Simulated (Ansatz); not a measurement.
Electronic density of states of amorphous In$_{24}$O$_{38}$Ti, density 6.37 g/cm³, on a 2×2×2 Γ-centred mesh with a Gaussian width of 0.1 eV; energies count from the Fermi level, whose place inside the gap is arbitrary. Cell and mesh are small, so fine structure isn't converged. Computed with PBE, scalar-relativistic without spin-orbit coupling (plane waves to 420 eV, PAW; Ansatz, a quantum-chemistry and plane-wave program). Sampling: a 2×2×2 Γ-centred mesh; Fermi-Dirac width 0.02 eV; no spin polarisation. At PBE the levels at the filled edge of the gap are localised (band-tail or defect states).

Preparation: random packing, a CHGNet melt and quench, and a DFT relaxation. O atoms were pushed apart under 1.9 Å during the dynamics, to hinder bonds among them. The hot cell started wider than the set density and was brought back towards it in steps. It is the lowest in DFT energy of 2 quenches. It is a model cell: composition and starting density were chosen by hand, and all elements were melted together. No dispersion term was used. Its density started from a set value of 6.37 and ended at 6.37 g/cm³. The simulated quench (nominally 220 K/ps over its main leg) is rapid and tends to freeze in more defects than a deposited or slowly cooled glass has. Values belong to this one cell and scatter from quench to quench. The volume was held where the preparation left it and the shape relaxed, at a PBE pressure of 0.7 GPa. Stress components on the final sampling reach 0.7 GPa.

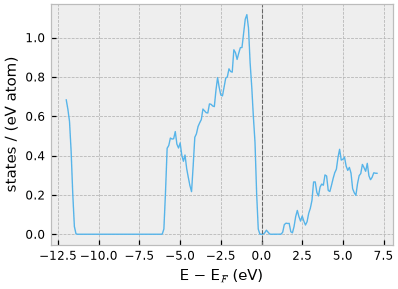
Figure: Density of states per atom

The level gap on this mesh is 0.65 eV; the broadening fills part of it in the curve.
